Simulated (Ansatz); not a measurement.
# triplet GaH2O2F: levels of theory compared

We compute a comparison of 6 runs (U-r2SCAN/6-31G*, U-r2SCAN0/6-31G*, UHSE06/6-31G*, UB3LYP/6-31G*, RPA@PBE/6-31G*, UCCSD(T)/6-31G*) of triplet GaH2O2F. 

Program for the calculation: Ansatz 0.2.0.

62 further runs of the same task are left out: 62 set aside as unsound or not needed.

## (1) The molecule

GaH2O2F has 6 atoms, charge 0, and is taken as a triplet. As SMILES of the parent species, `[OH][Ga]([OH])[F]`. The coordinates come from a PBE0-D4/def2-TZVP relaxation. This is one conformer, not always the lowest. That shape belongs to the parent species and isn't relaxed for this state.

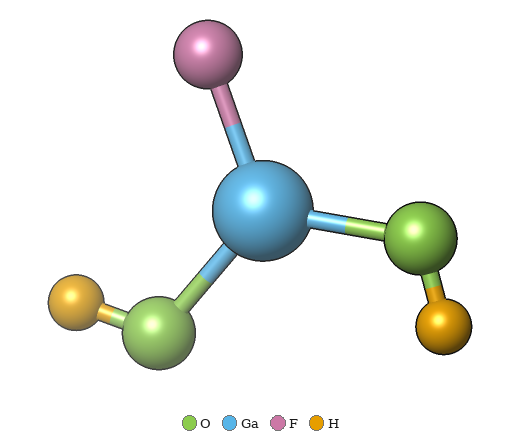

The structure, seen from a chosen angle (oxygen green, gallium blue, fluorine pink, hydrogen amber).

## (2) The energy at U-r2SCAN/6-31G(d) (spherical functions) (run 1)

run.yaml

```yaml
crystal:
  periodic: [false, false, false]
  atoms:
    - symbol: O
      position_ang: [-0.297200, 1.351000, -0.574800]
    - symbol: Ga
      position_ang: [-0.068200, -0.342400, -0.117600]
    - symbol: O
      position_ang: [0.794400, -0.842300, 1.335300]
    - symbol: F
      position_ang: [-0.722600, -1.588800, -1.144800]
    - symbol: H
      position_ang: [-0.788800, 1.459000, -1.392800]
    - symbol: H
      position_ang: [1.124200, -0.100400, 1.848500]
basis:
  gaussian:
    orbitals: 6-31G_st_-spherical.json
output: {orbitals: {seedname: orbitals}}
accuracy: high
hamiltonian:
  xc: r2scan
total_charge: 0
magnetization:
  spin_polarized: true
  initial_magnetization: 2
```

The basis set 6-31G* is read from a file made from the Basis Set Exchange's data (not shown).

Run with:

```
$ ansatz run run.yaml --threads 1 --pin off --max-ram 3480MiB --events-out events.jsonl --progress --plain --runs-dir runs
```

Output:

```text
Warning: RAYON_NUM_THREADS=1 ignored (pool sized by the plan → 1); use --threads N
Functional definition: r2SCAN
  name "r2SCAN"
  parameter k0 = 0.174
  parameter k1 = 0.065
  parameter a1 = 4.9479
  exchange = r2scan_x(k0 = k0, k1 = k1, a1 = a1)
  correlation = r2scan_c
1622 factors; integrals over basis functions are off by at most 4.1e-9 eV
mean field evaluation 1: about -59199.8596 eV, gradient 4.5e1 eV
mean field evaluation 2: about -59164.4049 eV, gradient 1.1e2 eV
mean field evaluation 4: about -59201.2856 eV, gradient 3.2e1 eV
mean field evaluation 8: about -59206.2627 eV, gradient 1.0e1 eV
mean field evaluation 16: about -59206.8076 eV, gradient 1.6e-2 eV
mean field evaluation 32: about -59198.0149 eV, gradient 3.6e1 eV
mean field evaluation 64: about -59205.2167 eV, gradient 5.3e0 eV
mean field -59206.80766272 eV, -2175.8100497894 hartree, gradient 1.7e-8 eV, S^2 2.008488; 10 other end points of the search recorded, 0 dependent functions left out
reference -59206.80767080 eV, -2175.8100500863 hartree; 30, 28 occupied and 48, 50 virtual orbitals, 1622 factors
Total energy: -59206.80767080 eV, -2175.8100500863 hartree
```

Run time: 2.6 min. Hardware: 1 thread of Arm Neoverse V2, shared host; peak memory 0.4 GiB.

## (3) The energy at U-r2SCAN0/6-31G(d) (spherical functions) (run 2)

molecule.yaml

```yaml
crystal:
  periodic: [false, false, false]
  atoms:
    - {symbol: O, position_ang: [-0.297200, 1.351000, -0.574800]}
    - {symbol: Ga, position_ang: [-0.068200, -0.342400, -0.117600]}
    - {symbol: O, position_ang: [0.794400, -0.842300, 1.335300]}
    - {symbol: F, position_ang: [-0.722600, -1.588800, -1.144800]}
    - {symbol: H, position_ang: [-0.788800, 1.459000, -1.392800]}
    - {symbol: H, position_ang: [1.124200, -0.100400, 1.848500]}
basis:
  gaussian:
    orbitals: 6-31G_st_-spherical.json
accuracy: high
magnetization:
  spin_polarized: true
  initial_magnetization: 2
output:
  orbitals: {seedname: orbitals}
hamiltonian:
  xc: {name: r2SCAN0}
```

The basis set 6-31G* is read from a file made from the Basis Set Exchange's data (not shown).

Run with:

```
$ ansatz run molecule.yaml --threads 1 --pin off --max-ram 3480MiB --events-out events.jsonl --progress --plain --runs-dir runs
```

Output:

```text
Warning: RAYON_NUM_THREADS=1 ignored (pool sized by the plan → 1); use --threads N
Functional definition: r2SCAN0
  name "r2SCAN0"
  parameter a = 0.25
[... 3 set-up lines as earlier in the session ...]
  exchange = (1 - a)*r2scan_x(k0 = k0, k1 = k1, a1 = a1) + a*exact_x
[... 1 set-up line as earlier in the session ...]
1622 factors; integrals over basis functions are off by at most 4.1e-9 eV
mean field evaluation 1: about -59199.2535 eV, gradient 3.9e1 eV
mean field evaluation 2: about -59192.5085 eV, gradient 6.0e1 eV
mean field evaluation 4: about -59203.9945 eV, gradient 1.1e1 eV
mean field evaluation 8: about -59204.6731 eV, gradient 6.8e-1 eV
mean field evaluation 16: about -59204.6759 eV, gradient 6.1e-2 eV
mean field evaluation 32: about -59204.6759 eV, gradient 3.0e-5 eV
mean field evaluation 64: about -59204.6462 eV, gradient 2.1e0 eV
mean field -59204.67593199 eV, -2175.7317101299 hartree, gradient 5.7e-8 eV, S^2 2.020726; 6 other end points of the search recorded, 0 dependent functions left out
reference -59204.67593803 eV, -2175.7317103520 hartree; 30, 28 occupied and 48, 50 virtual orbitals, 1622 factors
Total energy: -59204.67593803 eV, -2175.7317103520 hartree
```

Wall time 77 s (1 thread of Arm Neoverse V2, shared host); peak memory 0.52 GiB.

Run 3 isn't shown in full; the table further down has it.

## (4) A single-point energy at UB3LYP/6-31G(d) (Cartesian functions) (run 4)

input.yaml

```yaml
crystal:
  periodic: [false, false, false]
  atoms:
    - {symbol: O, position_ang: [-0.297200, 1.351000, -0.574800]}
    - {symbol: Ga, position_ang: [-0.068200, -0.342400, -0.117600]}
    - {symbol: O, position_ang: [0.794400, -0.842300, 1.335300]}
    - {symbol: F, position_ang: [-0.722600, -1.588800, -1.144800]}
    - {symbol: H, position_ang: [-0.788800, 1.459000, -1.392800]}
    - {symbol: H, position_ang: [1.124200, -0.100400, 1.848500]}
basis:
  gaussian:
    orbitals: "6-31G*"
output: {orbitals: {seedname: orbitals}}
hamiltonian:
  xc: {name: B3LYP}
accuracy: high
magnetization:
  spin_polarized: true
  initial_magnetization: 2
```

Run with:

```
$ ansatz run input.yaml --threads 1 --pin off --max-ram 3480MiB --events-out events.jsonl --progress --plain --runs-dir runs
```

Output:

```text
Warning: RAYON_NUM_THREADS=1 ignored (pool sized by the plan → 1); use --threads N
Functional definition: B3LYP
  name "B3LYP"
  parameter a0 = 0.2
  parameter ax = 0.72
  parameter ac = 0.81
  exchange = (1 - a0 - ax)*slater_x + ax*b88_x + a0*exact_x
  correlation = (1 - ac)*vwn_rpa_c + ac*lyp_c
1649 factors; integrals over basis functions are off by at most 4.1e-9 eV
mean field evaluation 1: about -59204.9275 eV, gradient 4.5e1 eV
mean field evaluation 2: about -59185.2831 eV, gradient 8.8e1 eV
mean field evaluation 4: about -59209.0974 eV, gradient 2.3e1 eV
mean field evaluation 8: about -59211.7602 eV, gradient 6.5e-1 eV
mean field evaluation 16: about -59211.7629 eV, gradient 9.2e-3 eV
mean field evaluation 32: about -59211.7629 eV, gradient 6.0e-7 eV
mean field -59211.76286777 eV, -2175.9921502162 hartree, gradient 8.8e-8 eV, S^2 2.013433; 7 other end points of the search recorded, 0 dependent functions left out
reference -59211.76290539 eV, -2175.9921515985 hartree; 30, 28 occupied and 54, 56 virtual orbitals, 1649 factors
Total energy: -59211.76290539 eV, -2175.9921515985 hartree
```

Wall time 23 s (1 thread of Arm Neoverse V2, shared host); peak memory 0.4 GiB.

Run 5 isn't shown in full; the table further down has it.

## (5) A single-point energy at UCCSD(T)/6-31G(d) (spherical functions) (run 6)

in.yaml

```yaml
crystal:
  periodic: [false, false, false]
  atoms:
    - symbol: O
      position_ang: [-0.297200, 1.351000, -0.574800]
    - symbol: Ga
      position_ang: [-0.068200, -0.342400, -0.117600]
    - symbol: O
      position_ang: [0.794400, -0.842300, 1.335300]
    - symbol: F
      position_ang: [-0.722600, -1.588800, -1.144800]
    - symbol: H
      position_ang: [-0.788800, 1.459000, -1.392800]
    - symbol: H
      position_ang: [1.124200, -0.100400, 1.848500]
basis:
  gaussian: {orbitals: 6-31G_st_-spherical.json}
correlation: {method: ccsd_t, frozen_orbitals: {F: 1, Ga: 9, H: 0, O: 1}}
accuracy: high
scf: {omitted_lower_state_checks: [cluster_reference, increment]}
magnetization: {spin_polarized: true, initial_magnetization: 2}
total_charge: 0
```

The basis set 6-31G* is read from a file made from the Basis Set Exchange's data (not shown).

Run with:

```
$ ansatz run in.yaml --threads 1 --pin off --max-ram 3480MiB --events-out events.jsonl --progress --plain --runs-dir runs
```

Output:

```text
Warning: RAYON_NUM_THREADS=1 ignored (pool sized by the plan → 1); use --threads N
[... 17 lines left out ...]
12 core orbitals not correlated: weight in the atoms' cores, before any rotation towards them, 1.000 or more for the frozen orbitals, at most 0.000 for the correlated occupied ones
[... 41 lines left out ...]
Total energy: -59155.34275535 eV, -2173.9187493276 hartree
Checks for a lower state left out: cluster_reference, increment
```

Wall time 2 min (1 thread of Arm Neoverse V2, shared host); peak memory 0.69 GiB.

## (6) Overview of the runs

| run | level | Cartesian functions | frozen core orbitals | energy (Eh) | HOMO energy (eV) | ⟨S²⟩ | wall time |
| --- | --- | --- | --- | --- | --- | --- | --- |
| 1 | U-r2SCAN/6-31G* (spherical functions) | no | – | -2175.810050 | -3.00 | 2.008 | 2.6 min |
| 2 | U-r2SCAN0/6-31G* (spherical functions) | no | – | -2175.731710 | -3.76 | 2.021 | 77 s |
| 3 | UHSE06/6-31G* (spherical functions) | no | – | -2175.411676 | -3.29 | 2.014 | 28 s |
| 4 | UB3LYP/6-31G* (Cartesian functions) | yes | – | -2175.992152 | -3.56 | 2.013 | 23 s |
| 5 | RPA@PBE/6-31G* (spherical functions) | no | 12 | -2174.217966 | – | 2.003 | 65 s |
| 6 | UCCSD(T)/6-31G* (spherical functions) | no | 12 | -2173.918749 | – | 2.009 | 2 min |

## (7) Summary of results

| quantity | value |
| --- | --- |
| run 6: total energy | -2173.91875 Eh |
| run 6: correlation energy (12 core orbitals frozen) | -754.4 mEh |
| run 6: (T) correction | -16.10 mEh |
| run 6: ⟨S²⟩ of the reference determinant | 2.009 |
| run 6: T1 diagnostic | 0.025 |

**Reading.** Totals of different functionals can't be ranked against each other. All runs together took 7.8 min, the longest 2.6 min.
